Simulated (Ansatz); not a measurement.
# Ge wire along [110], 24 atoms a period, H-terminated: bands by functional and under strain, part 3 of 4

What gap, if any, does the Ge wire along [110], 24 atoms a period, H-terminated have, and how does it change with the functional and under strain?

Ansatz 0.2.0; DFT PBE, plane waves, PAW; relaxation of a wire's period; PAW set soft_1 (the session's first sound run).

So far, band gap (eV): step 3 (bands of the perfect wire, PBE) 1.21; step 4 (levels at the same atoms, cutoff 500 eV, k-mesh 1×1×15, r2SCAN PBE) 1.49; step 5 (levels at the same atoms, level HSE06, cutoff 420 eV, HSE06 PBE) 1.86.

**6. Strain along the wire, period over the relaxed period 0.94, k-mesh 1×1×16**

This step: DFT PBE, plane waves, PAW; relaxation at a fixed period; PAW set soft_1 (Ansatz 0.2.0).

The period is set to 0.94 times the relaxed one and the atoms relax within it: strain changes bond lengths and angles, which shifts the bands against each other. Against the first PBE run of this kind, the mesh along the wire has 16 points against 20.

The cell differs from the one that the last finished run ended in (c 4.103 → 3.857 Å).

input.yaml

```yaml
crystal:
  lattice:
    - [21.561, 0.0, 0.0]
    - [0.0, 19.53, 0.0]
    - [0.0, 0.0, 3.8567968654]
  atoms:
    - { symbol: H, position: [0.160826092, 0.384056948, 0.0] }
    - { symbol: Ge, position: [0.203460657, 0.447969983, 0.0] }
    - { symbol: Ge, position: [0.400497559, 0.344451985, 0.0] }
    - { symbol: Ge, position: [0.39930148, 0.75798958, 0.0] }
    - { symbol: Ge, position: [0.467892766, 0.242162123, 0.0] }
    - { symbol: Ge, position: [0.466953311, 0.448096342, 0.0] }
    - { symbol: Ge, position: [0.664534372, 0.346380511, 0.0] }
    - { symbol: Ge, position: [0.664732655, 0.758359621, 0.0] }
    - { symbol: H, position: [0.706107195, 0.281059351, 0.0] }
    - { symbol: Ge, position: [0.732369691, 0.448261446, 0.0] }
    - { symbol: H, position: [0.226096178, 0.655926911, 0.202081453] }
    - { symbol: H, position: [0.773919259, 0.655926911, 0.297918547] }
    - { symbol: Ge, position: [0.2695288, 0.655928044, 0.5] }
    - { symbol: Ge, position: [0.267645746, 0.448261446, 0.5] }
    - { symbol: H, position: [0.293908242, 0.281059351, 0.5] }
    - { symbol: H, position: [0.293486324, 0.823352039, 0.5] }
    - { symbol: Ge, position: [0.335481065, 0.346380511, 0.5] }
    - { symbol: Ge, position: [0.334229569, 0.551717931, 0.5] }
    - { symbol: Ge, position: [0.335282782, 0.758359621, 0.5] }
    - { symbol: Ge, position: [0.532122671, 0.242162123, 0.5] }
    - { symbol: Ge, position: [0.533025643, 0.655718936, 0.5] }
    - { symbol: Ge, position: [0.533062126, 0.448096342, 0.5] }
    - { symbol: H, position: [0.55912352, 0.823077656, 0.5] }
    - { symbol: H, position: [0.574108603, 0.177254581, 0.5] }
    - { symbol: Ge, position: [0.599517878, 0.344451985, 0.5] }
    - { symbol: Ge, position: [0.599677196, 0.551862104, 0.5] }
    - { symbol: Ge, position: [0.600713957, 0.75798958, 0.5] }
    - { symbol: Ge, position: [0.79655478, 0.447969983, 0.5] }
    - { symbol: H, position: [0.839189345, 0.384056948, 0.5] }
    - { symbol: H, position: [0.839383835, 0.511717222, 0.5] }
    - { symbol: H, position: [0.773919259, 0.655926911, 0.702081453] }
    - { symbol: H, position: [0.226096178, 0.655926911, 0.797918547] }
    - { symbol: H, position: [0.160631602, 0.511717222, 0.0] }
    - { symbol: Ge, position: [0.400338241, 0.551862104, 0.0] }
    - { symbol: H, position: [0.425906834, 0.177254581, 0.0] }
    - { symbol: H, position: [0.440891917, 0.823077656, 0.0] }
    - { symbol: Ge, position: [0.466989794, 0.655718936, 0.0] }
    - { symbol: Ge, position: [0.665785868, 0.551717931, 0.0] }
    - { symbol: H, position: [0.706529113, 0.823352039, 0.0] }
    - { symbol: Ge, position: [0.730486637, 0.655928044, 0.0] }
kpoints:
  mp_grid: { grid: [1, 1, 16] }
  band_path: { path: ["Γ", Z], npoints: 90 }
scf:
  occupations: { method: fermi_dirac, width: 0.05 }
hamiltonian:
  xc: pbe
  pseudopotentials: { kind: paw, azcp: { folder: soft_1 } }
relax:
  max_steps: 40
  f_tol: 0.02
output:
  stress: true
```

On the command line:

```console
ansatz run input.yaml --threads 4 --pin off --max-ram 16384MiB --backend cpu --events-out ev --progress --plain --runs-dir out
```

Numbers of over 12 decimals in the logs are rounded to 6 here.

Output:

```text
Warning: output.stress: scf.convergence.dr2_threshold = 1e-7 eV (the SCF's general default) is looser than the 4e-9 eV advised for a printed stress (1e-10 eV for each atom of the cell: 40). What an SCF threshold leaves in a stress goes as its square root, and in the free energy as the threshold itself, and one threshold admits the most on a small cell: [figures from the program's tests cut] Every solve of this run an [...]
[...]
Crystal: 40 atoms, lattice volume = 1624.044 Å³
Basis set: ecut = 420 eV, 31829 PW (Γ), exchange–correlation on 300×270×54 points (8 copies of the dense FFT grid, shifted against one another)
Bands: 216, of which v1, the nominal top of the filled ones, is band 176 counted from 1 (175 counted from 0)
Symmetry: 4 space group operations
[...]
k-points: 9 of 16
[...]
SCF iter   1: F=—  HF=-103332.941813 eV  |F-HF|=—  |Δ(HF+E_count)|=         —  Δρ=3.52e-2  dr2=1.69e1  ethr=3.10e-3  ⟨swp⟩=6.2  Hψ=7527  notcnv=0  defer=103
[...]
SCF iter   9: F=-103328.559061 eV  HF=-103328.559057 eV  |F-HF|=3.82e-6  |Δ(HF+E_count)|=   2.26e-5  Δρ=1.79e-5  dr2=4.20e-6  ethr=2.84e-9  ⟨swp⟩=4.4  Hψ=5595  notcnv=0
SCF 1 converged in 9 iterations: F = -103328.559061 eV  dr2 = 4.20e-6
[...]
relax step   1: F+E_penalty+E_count = -103328.55906123 eV  Δ(F+E_penalty+E_count) = +0.000e0 eV  max|allowed force component| = 9.990e-1 eV/Å  Δτ_max = 0.0000 Å  (9 SCF iters, dr2 threshold 1.00e-5 eV, accepted)
[...]
SCF iter   6: F=-103328.880833 eV  HF=-103328.880843 eV  |F-HF|=9.78e-6  |Δ(HF+E_count)|=   3.22e-6  Δρ=4.38e-5  dr2=3.15e-5  ethr=1.77e-8  ⟨swp⟩=2.9  Hψ=6255  notcnv=0
SCF 2 converged in 6 iterations: F = -103328.880833 eV  dr2 = 3.15e-5
relax step   2: F+E_penalty+E_count = -103328.88083344 eV  Δ(F+E_penalty+E_count) = -3.218e-1 eV  max|allowed force component| = 3.452e-1 eV/Å  Δτ_max = 0.1419 Å  (6 SCF iters, dr2 threshold 6.24e-5 eV, accepted)
SCF iter   1: F=—  HF=-103328.892360 eV  |F-HF|=—  |Δ(HF+E_count)|=         —  Δρ=8.20e-4  dr2=7.72e-3  ethr=2.25e-5  ⟨swp⟩=3.0  Hψ=3012  notcnv=0  defer=246
[...]
SCF iter   6: F=-103328.890592 eV  HF=-103328.890595 eV  |F-HF|=2.61e-6  |Δ(HF+E_count)|=   4.01e-7  Δρ=7.92e-6  dr2=3.76e-6  ethr=2.12e-9  ⟨swp⟩=4.0  Hψ=5568  notcnv=0
SCF 3 converged in 6 iterations: F = -103328.890592 eV  dr2 = 3.76e-6
relax step   3: F+E_penalty+E_count = -103328.89059227 eV  Δ(F+E_penalty+E_count) = -9.759e-3 eV  max|allowed force component| = 2.982e-2 eV/Å  Δτ_max = 0.0276 Å  (6 SCF iters, dr2 threshold 7.45e-6 eV, accepted)
SCF iter   1: F=—  HF=-103328.891546 eV  |F-HF|=—  |Δ(HF+E_count)|=         —  Δρ=4.07e-4  dr2=1.32e-3  ethr=4.00e-6  ⟨swp⟩=2.0  Hψ=2931  notcnv=0  defer=246
[...]
SCF iter   7: F=-103328.890956 eV  HF=-103328.890956 eV  |F-HF|=6.07e-9  |Δ(HF+E_count)|=   1.11e-7  Δρ=1.68e-6  dr2=3.90e-8  ethr=2.84e-11  ⟨swp⟩=3.1  Hψ=6016  notcnv=0
SCF 4 converged in 7 iterations: F = -103328.890956 eV  dr2 = 3.90e-8
[...]
relax step   4: F+E_penalty+E_count = -103328.89095556 eV  Δ(F+E_penalty+E_count) = -3.633e-4 eV  max|allowed force component| = 1.009e-2 eV/Å  Δτ_max = 0.0093 Å  (7 SCF iters, accepted)
[...]
the band table was solved once a step of the walk had ended and its energy, with any forces and stress, was formed, with the checks that follow a solve (8438 applications of the Hamiltonian). They found nothing against the state; the energy, forces and stress were not computed again (output.eigenvalues in the input reference)
[...]
SCF converged after 7 iterations
Free energy (F): -103328.890956 eV
[...]
Internal energy: -103328.890952 eV  (E = F + TS)
E sigma→0 (E₀):  -103328.890954 eV
Entropy (-TS):   -0.000003 eV (-0.000 meV/atom)
Fermi energy:    0.793584 eV
[...]
--- Forces (eV/Å), atoms counted from 1 ---
  atom   1  H      0.00049165    -0.00183503    -0.00000000
  atom   2  Ge    -0.00082449     0.00268324     0.00000000
  atom   3  Ge     0.00378312    -0.00162743    -0.00000000
  atom   4  Ge     0.00558374    -0.00154268    -0.00000000
  atom   5  Ge    -0.00194026     0.00077364     0.00000000
  atom   6  Ge    -0.00367503     0.00076743     0.00000000
  atom   7  Ge    -0.00315711     0.00046618     0.00000000
  atom   8  Ge     0.00282262    -0.00006439    -0.00000000
  atom   9  H     -0.00232208     0.00029376     0.00000000
  atom  10  Ge     0.00240094    -0.00155173    -0.00000000
  atom  11  H      0.00381933     0.00021992     0.00626100
  atom  12  H     -0.00381933     0.00021992    -0.00626100
  atom  13  Ge    -0.01009079     0.00091041     0.00000000
  atom  14  Ge    -0.00240094    -0.00155173     0.00000000
  atom  15  H      0.00232208     0.00029376    -0.00000000
  atom  16  H      0.00043471     0.00146833    -0.00000000
  atom  17  Ge     0.00315711     0.00046618    -0.00000000
  atom  18  Ge     0.00334445    -0.00150715    -0.00000000
  atom  19  Ge    -0.00282262    -0.00006439     0.00000000
  atom  20  Ge     0.00194026     0.00077364    -0.00000000
  atom  21  Ge    -0.00019632     0.00105382     0.00000000
  atom  22  Ge     0.00367503     0.00076743    -0.00000000
  atom  23  H      0.00290275     0.00204311    -0.00000000
  atom  24  H     -0.00277438    -0.00350248     0.00000000
  atom  25  Ge    -0.00378312    -0.00162743     0.00000000
  atom  26  Ge    -0.00446662     0.00153685     0.00000000
  atom  27  Ge    -0.00558374    -0.00154268     0.00000000
  atom  28  Ge     0.00082449     0.00268324    -0.00000000
  atom  29  H     -0.00049165    -0.00183503     0.00000000
  atom  30  H      0.00334675    -0.00081028    -0.00000000
  atom  31  H     -0.00381933     0.00021992     0.00626100
  atom  32  H      0.00381933     0.00021992    -0.00626100
  atom  33  H     -0.00334675    -0.00081028     0.00000000
  atom  34  Ge     0.00446662     0.00153685    -0.00000000
  atom  35  H      0.00277438    -0.00350248    -0.00000000
  atom  36  H     -0.00290275     0.00204311     0.00000000
  atom  37  Ge     0.00019632     0.00105382    -0.00000000
  atom  38  Ge    -0.00334445    -0.00150715     0.00000000
  atom  39  H     -0.00043471     0.00146833     0.00000000
  atom  40  Ge     0.01009079     0.00091041    -0.00000000
  max |Σ_I F_I| component: 9.17e-6 eV/Å
--- Stress (GPa, compression-positive) ---
       -0.001863       0.000000      -0.000000
        0.000000       0.007683       0.000000
       -0.000000       0.000000       3.057078
  P = ⅓ Tr σ = 1.0210 GPa (10.210 kbar)
--- Band table (eV; the first three rows and the last of 9) ---
  k-point 0: bands = [... 172 lower, -0.4749, -0.3855, -0.0639, 0.2552, 1.4641, 1.4757, 1.5339, 1.7198, ... 36 higher]
  k-point 1: bands = [... 172 lower, -0.7780, -0.5763, -0.4216, -0.1742, 1.7155, 1.7234, 1.7767, 1.8425, ... 36 higher]
  k-point 2: bands = [... 172 lower, -1.1855, -0.9976, -0.8610, -0.7730, 1.9660, 2.0035, 2.0885, 2.1140, ... 36 higher]
  k-point 8: bands = [... 172 lower, -1.8230, -1.8230, -1.7122, -1.7122, 1.4334, 1.4334, 1.6725, 1.6725, ... 36 higher]
--- Relaxed structure (4 steps of the walk, 4 accepted, 0 SCFs on fresh bases) ---
  F+E_penalty+E_count = -103328.89095556 eV   max|allowed force component| = 1.009e-2 eV/Å
  atoms:
    - { symbol: H, position: [0.154704, 0.383335, 1.9075166315099955e-18] }
    - { symbol: Ge, position: [0.196643, 0.447625, 2.123385447852949e-18] }
    - { symbol: Ge, position: [0.399653, 0.344177, 2.6987159044383046e-19] }
    - { symbol: Ge, position: [0.398490, 0.758460, 2.5936927951862853e-19] }
    - { symbol: Ge, position: [0.466116, 0.241671, 5.5906990069206805e-19] }
    - { symbol: Ge, position: [0.465235, 0.448022, 5.407802160158138e-19] }
    - { symbol: Ge, position: [0.668869, 0.346012, -1.3374571605459246e-18] }
    - { symbol: Ge, position: [0.669106, 0.758687, -1.3495770114345715e-18] }
    - { symbol: H, position: [0.710260, 0.280702, -1.2809537155294048e-18] }
    - { symbol: Ge, position: [0.735641, 0.448167, -1.0075139516557689e-18] }
    - { symbol: H, position: [0.220986, 0.656343, 0.192065] }
    - { symbol: H, position: [0.779029, 0.656343, 0.307935] }
    - { symbol: Ge, position: [0.265762, 0.656183, 0.500000] }
    - { symbol: Ge, position: [0.264374, 0.448167, 0.500000] }
    - { symbol: H, position: [0.289756, 0.280702, 0.500000] }
    - { symbol: H, position: [0.289530, 0.823861, 0.500000] }
    - { symbol: Ge, position: [0.331147, 0.346012, 0.500000] }
    - { symbol: Ge, position: [0.329840, 0.551919, 0.500000] }
    - { symbol: Ge, position: [0.330909, 0.758687, 0.500000] }
    - { symbol: Ge, position: [0.533900, 0.241671, 0.500000] }
    - { symbol: Ge, position: [0.534763, 0.655926, 0.500000] }
    - { symbol: Ge, position: [0.534780, 0.448022, 0.500000] }
    - { symbol: H, position: [0.560253, 0.823630, 0.500000] }
    - { symbol: H, position: [0.575672, 0.176762, 0.500000] }
    - { symbol: Ge, position: [0.600363, 0.344177, 0.500000] }
    - { symbol: Ge, position: [0.600652, 0.551939, 0.500000] }
    - { symbol: Ge, position: [0.601525, 0.758460, 0.500000] }
    - { symbol: Ge, position: [0.803372, 0.447625, 0.500000] }
    - { symbol: H, position: [0.845311, 0.383335, 0.500000] }
    - { symbol: H, position: [0.845831, 0.511507, 0.500000] }
    - { symbol: H, position: [0.779029, 0.656343, 0.692065] }
    - { symbol: H, position: [0.220986, 0.656343, 0.807935] }
    - { symbol: H, position: [0.154184, 0.511507, 2.008380948870843e-18] }
    - { symbol: Ge, position: [0.399364, 0.551939, 3.1002615017638726e-19] }
    - { symbol: H, position: [0.424344, 0.176762, 4.927354417228856e-19] }
    - { symbol: H, position: [0.439763, 0.823630, 3.5806604342127117e-19] }
    - { symbol: Ge, position: [0.465253, 0.655926, 5.466545856081752e-19] }
    - { symbol: Ge, position: [0.670175, 0.551919, -1.3545077738389038e-18] }
    - { symbol: H, position: [0.710486, 0.823861, -1.2201699387444238e-18] }
    - { symbol: Ge, position: [0.734253, 0.656183, -1.16125494563274e-18] }
```

It took 22 min on 4 threads of Arm Neoverse V1, shared host; peak memory 10 GiB; 88 min of CPU time.

Step by step:

| step | energy less that of the first step (eV) | largest force component (eV/Å) |
| --- | --- | --- |
| 1 | 0.0000 | 0.9990 |
| 2 | -0.3218 | 0.3452 |
| 3 | -0.3315 | 0.0298 |
| 4 | -0.3319 | 0.0101 |

Forces are held to the 4 operations that the run works with; a distortion that breaks them can't arise in this run.

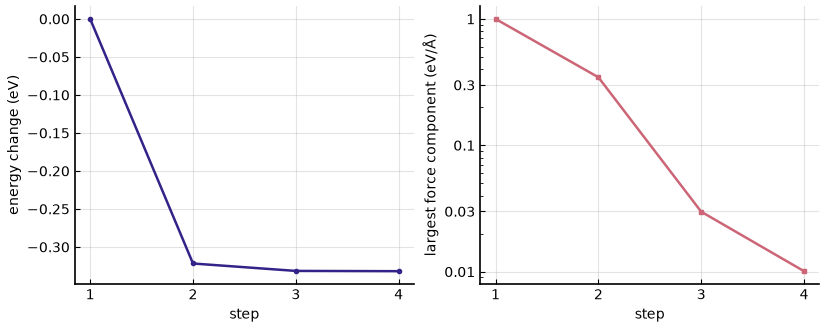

Energy and largest force along the relaxation.

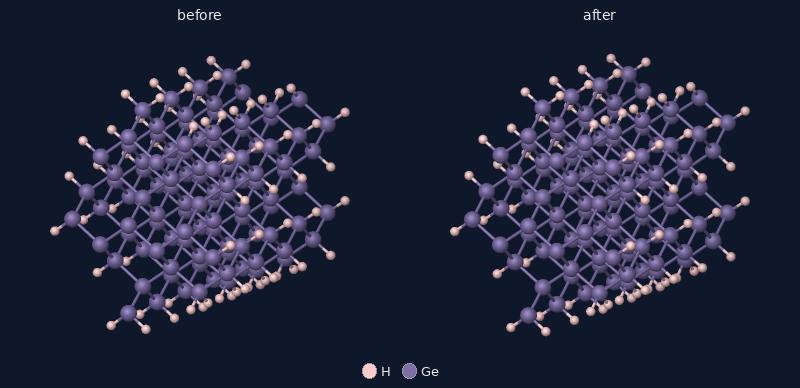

The structure before and after the relaxation, drawn at the same scale.

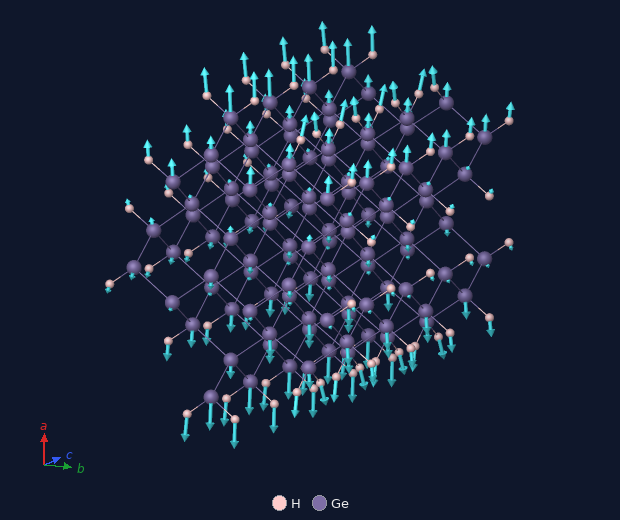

Displacements in the relaxation, exaggerated; the longest in the cell stands for 0.15 Å. 1×1×4 cells are drawn. Some periodic images of atoms are drawn too.

The atoms that moved most (Å):

| atom | dx | dy | dz | length |
| --- | --- | --- | --- | --- |
| Ge28 | 0.147 | -0.007 | 0.000 | 0.147 |
| Ge2 | -0.147 | -0.007 | 0.000 | 0.147 |
| H33 | -0.139 | -0.004 | 0.000 | 0.139 |
| H30 | 0.139 | -0.004 | 0.000 | 0.139 |
| H29 | 0.132 | -0.014 | 0.000 | 0.133 |
| H1 | -0.132 | -0.014 | 0.000 | 0.133 |
| H12 | 0.110 | 0.008 | 0.039 | 0.117 |
| H31 | 0.110 | 0.008 | -0.039 | 0.117 |

Final coordinates:

```cif
data_structure
_symmetry_space_group_name_H-M 'P 1'
_symmetry_Int_Tables_number 1
_cell_length_a 21.5610
_cell_length_b 19.5300
_cell_length_c 3.8568
_cell_angle_alpha 90.000
_cell_angle_beta 90.000
_cell_angle_gamma 90.000
_cell_volume 1624.04
loop_
_atom_site_label
_atom_site_type_symbol
_atom_site_fract_x
_atom_site_fract_y
_atom_site_fract_z
_atom_site_occupancy
H1 H 0.15470 0.38334 0.00000 1
Ge2 Ge 0.19664 0.44762 0.00000 1
Ge3 Ge 0.39965 0.34418 0.00000 1
Ge4 Ge 0.39849 0.75846 0.00000 1
Ge5 Ge 0.46612 0.24167 0.00000 1
Ge6 Ge 0.46524 0.44802 0.00000 1
Ge7 Ge 0.66887 0.34601 0.00000 1
Ge8 Ge 0.66911 0.75869 0.00000 1
H9 H 0.71026 0.28070 0.00000 1
Ge10 Ge 0.73564 0.44817 0.00000 1
H11 H 0.22099 0.65634 0.19207 1
H12 H 0.77903 0.65634 0.30793 1
Ge13 Ge 0.26576 0.65618 0.50000 1
Ge14 Ge 0.26437 0.44817 0.50000 1
H15 H 0.28976 0.28070 0.50000 1
H16 H 0.28953 0.82386 0.50000 1
Ge17 Ge 0.33115 0.34601 0.50000 1
Ge18 Ge 0.32984 0.55192 0.50000 1
Ge19 Ge 0.33091 0.75869 0.50000 1
Ge20 Ge 0.53390 0.24167 0.50000 1
Ge21 Ge 0.53476 0.65593 0.50000 1
Ge22 Ge 0.53478 0.44802 0.50000 1
H23 H 0.56025 0.82363 0.50000 1
H24 H 0.57567 0.17676 0.50000 1
Ge25 Ge 0.60036 0.34418 0.50000 1
Ge26 Ge 0.60065 0.55194 0.50000 1
Ge27 Ge 0.60153 0.75846 0.50000 1
Ge28 Ge 0.80337 0.44762 0.50000 1
H29 H 0.84531 0.38334 0.50000 1
H30 H 0.84583 0.51151 0.50000 1
H31 H 0.77903 0.65634 0.69207 1
H32 H 0.22099 0.65634 0.80793 1
H33 H 0.15418 0.51151 0.00000 1
Ge34 Ge 0.39936 0.55194 0.00000 1
H35 H 0.42434 0.17676 0.00000 1
H36 H 0.43976 0.82363 0.00000 1
Ge37 Ge 0.46525 0.65593 0.00000 1
Ge38 Ge 0.67018 0.55192 0.00000 1
H39 H 0.71049 0.82386 0.00000 1
Ge40 Ge 0.73425 0.65618 0.00000 1
```

Numbers from this step:

| Item | Value |
| --- | --- |
| band gap | 1.170 eV |

Electronic bands along the path, in eV, zero at the Fermi level; v1 is the highest filled band, c1 the lowest empty one:

| point | v4 | v3 | v2 | v1 | c1 | c2 | c3 | c4 |
| --- | --- | --- | --- | --- | --- | --- | --- | --- |
| Γ | -1.27 | -1.18 | -0.86 | -0.54 | 0.67 | 0.68 | 0.74 | 0.93 |
| Z | -2.62 | -2.62 | -2.51 | -2.51 | 0.64 | 0.64 | 0.88 | 0.88 |

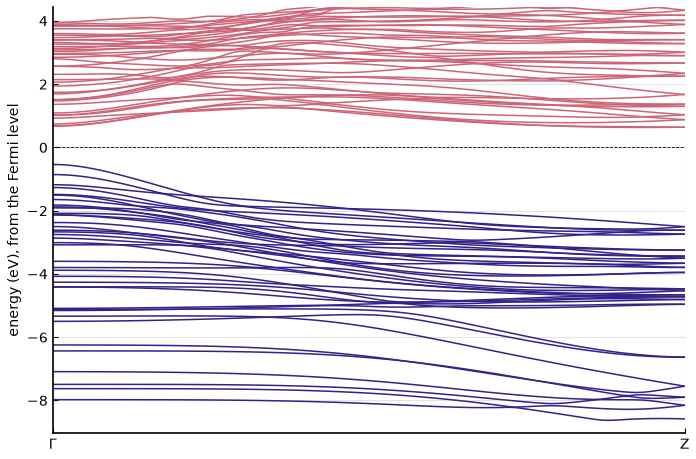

Electronic bands along the path; lines of filled and empty bands in two colours.

The gap is 1.17 eV, against 1.21 eV under PBE at the relaxed period.

(Part 3 of 4 ends here.)

[Logs are printed without paths, hosts, clocks, repeated set-up lines and the standing remarks that a program may print on its own settings, such as how far it seeks lower states.]

[Hosts, paths, dates, database ids (printed as entryN), source tags and the programs' standing remarks are cut or masked in the printed files.]
